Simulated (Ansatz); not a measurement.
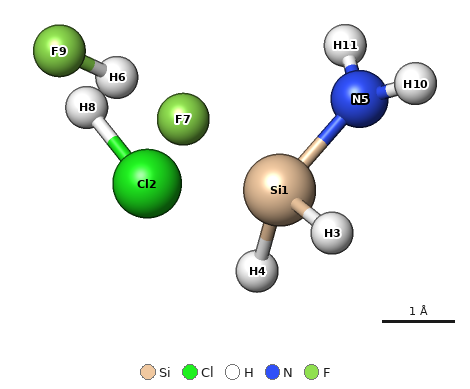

*The input geometry (ball-and-stick view, seen at a tilt; atoms are numbered from 1 in the order of the input).*

Bond lengths as drawn: Cl–H 1.53 Å, F–H 1.11 Å, H–N 1.02 Å, H–Si 1.49 to 1.51 Å and N–Si 1.73 Å.

**Phonon calculation, with input and output: SiNH₆ClF₂**

System: SiNH₆ClF₂.
Method: RKS BLYP-D4/cc-pVDZ (Ansatz 0.2.0).

It belongs to a series of runs on one base structure; here: vibrations at the highest image of the band. Figures and captions count atoms from 1; the log counts them from 0 in places.

### Input
```yaml
crystal:
  periodic: [false, false, false]
  atoms:
    - { symbol: Si, position_ang: [-0.710979, -0.609877, -0.389691] }
    - { symbol: Cl, position_ang: [1.520896, -1.560799, 0.46026] }
    - { symbol: H, position_ang: [-0.437732, -1.657721, -1.438914] }
    - { symbol: H, position_ang: [-1.803658, -1.142158, 0.48] }
    - { symbol: "N", position_ang: [-0.908307, 0.761712, -1.425263] }
    - { symbol: H, position_ang: [0.724748, 0.798611, 1.543791] }
    - { symbol: F, position_ang: [-0.364565, 0.625513, 1.047204] }
    - { symbol: H, position_ang: [1.861708, -0.349756, 1.33464] }
    - { symbol: F, position_ang: [1.778689, 0.718293, 1.895527] }
    - { symbol: H, position_ang: [-0.688904, 0.692367, -2.420491] }
    - { symbol: H, position_ang: [-0.971794, 1.723916, -1.086963] }
basis:
  gaussian: { orbitals: cc-pVDZ }
hamiltonian:
  xc: blyp
  dispersion: d4
phonons: {}
```

Command:
```bash
ansatz run input.yaml --threads 2 --pin off --max-ram 3072MiB --backend cpu --events-out ev --progress --plain --runs-dir out
```

### The program's output
```
Engine: ansatz 0.2.0, x86_64-unknown-linux-gnu
Functional definition: BLYP
  parameter beta = 0.0042
  parameter a = 0.04918
  parameter b = 0.132
  parameter c = 0.2533
  parameter d = 0.349
  exchange = b88_x(beta = beta)
  correlation = lyp_c(a = a, b = b, c = c, d = d)
1320 factors; their error is unknown
mean field evaluation 1: about -27412.1191 eV, gradient 7.2e1 eV
mean field evaluation 2: about -27365.7846 eV, gradient 1.4e2 eV
mean field evaluation 4: about -27421.6762 eV, gradient 1.2e1 eV
mean field evaluation 8: about -27421.9209 eV, gradient 1.4e-1 eV
mean field evaluation 16: about -27421.8688 eV, gradient 3.6e-4 eV
mean field -27421.86877394 eV, -1007.7350902320 hartree, gradient 3.4e-5 eV, S^2 0.000000; 0 other end points of the search recorded, 0 dependent functions left out
the calculation of the forces begins
reference -27421.86911340 eV, -1007.7351027069 hartree; 31, 31 occupied and 77, 77 virtual orbitals, 1320 factors
these checks for a lower state are left out or cut short: stability, starts, cluster_reference, orbital_swaps, neighbouring_geometries, increment
1320 factors; their error is unknown
mean field -27421.86865594 eV, -1007.7350858956 hartree, gradient 2.6e-6 eV, S^2 0.000000; 0 other end points of the search recorded, 0 dependent functions left out
[... from here on the field's lines of each further geometry are left out, up to the last ...]
the calculation of the forces begins
reference -27421.86908341 eV, -1007.7351016050 hartree; 31, 31 occupied and 77, 77 virtual orbitals, 1320 factors
these checks for a lower state are left out or cut short: stability, starts, cluster_reference, orbital_swaps, neighbouring_geometries, increment
1320 factors; their error is unknown
mean field -27421.86874814 eV, -1007.7350892840 hartree, gradient 1.1e-6 eV, S^2 0.000000; 0 other end points of the search recorded, 0 dependent functions left out
the calculation of the forces begins
reference -27421.86908761 eV, -1007.7351017593 hartree; 31, 31 occupied and 77, 77 virtual orbitals, 1320 factors
WARN: phonons: modes at or below zero, which the zero-point energy, F, S and C_V leave out: 2, the lowest at -508.33 cm⁻¹. A minimum has none, and a first-order saddle one
Total energy: -27422.33190228 eV, -1007.7521098845 hartree
Atom 0 at    -0.710979    -0.609877    -0.389691 Å, force     0.001742     0.001653     0.002980 eV/Å
Atom 1 at     1.520896    -1.560799     0.460260 Å, force    -0.000418     0.001989    -0.001129 eV/Å
Atom 2 at    -0.437732    -1.657721    -1.438914 Å, force     0.000072    -0.000570    -0.000124 eV/Å
Atom 3 at    -1.803658    -1.142158     0.480000 Å, force    -0.001058    -0.000462     0.000882 eV/Å
Atom 4 at    -0.908307     0.761712    -1.425263 Å, force    -0.000125    -0.001175    -0.002518 eV/Å
Atom 5 at     0.724748     0.798611     1.543791 Å, force     0.000084     0.000744     0.000952 eV/Å
Atom 6 at    -0.364565     0.625513     1.047204 Å, force     0.000418    -0.001031    -0.002575 eV/Å
Atom 7 at     1.861708    -0.349756     1.334640 Å, force    -0.000613    -0.001297     0.000213 eV/Å
Atom 8 at     1.778689     0.718293     1.895527 Å, force    -0.000153    -0.000481     0.000222 eV/Å
Atom 9 at    -0.688904     0.692367    -2.420491 Å, force    -0.000084     0.000554    -0.000192 eV/Å
Atom 10 at    -0.971794     1.723916    -1.086963 Å, force     0.000134     0.000075     0.001289 eV/Å
Dipole moment:    -0.128812     0.351922    -0.284281 e Å
Vibrations: -508.33 -6.97 82.41 211.56 224.43 289.60 317.85 428.96 469.00 494.89 632.83 698.22 721.70 769.99 840.46 886.87 950.60 1014.57 1035.43 1123.14 1489.40 1506.37 2099.29 2122.87 2173.41 3466.58 3575.43 cm⁻¹, zero-point energy 1.712585 eV
```

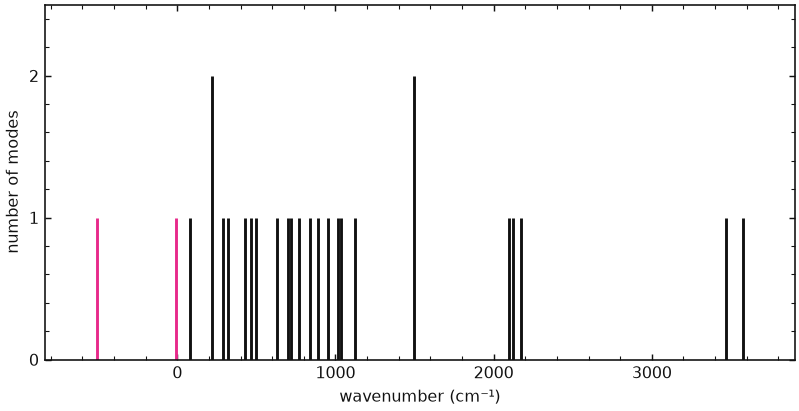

*Harmonic vibrational wavenumbers from the force constants; neighbouring modes closer than 19 cm⁻¹ are counted in one stick, and imaginary ones are drawn at negative wavenumbers.*

27 modes from 508i to 3575 cm⁻¹, 1 imaginary beyond 8i (508i cm⁻¹): a first-order saddle point, if the geometry is stationary.

### Summary

```tsv
quantity	value
outcome	converged
total energy	−27422.3319 eV
mean-field energy	−27421.8691 eV
largest force (length of the vector)	0.004 eV/Å
hardware	2 threads of Intel Xeon (Sapphire Rapids), 16 GiB of memory available, shared host
wall time	57 s (CPU time 1.8 min)
peak memory	0.17 GiB
```
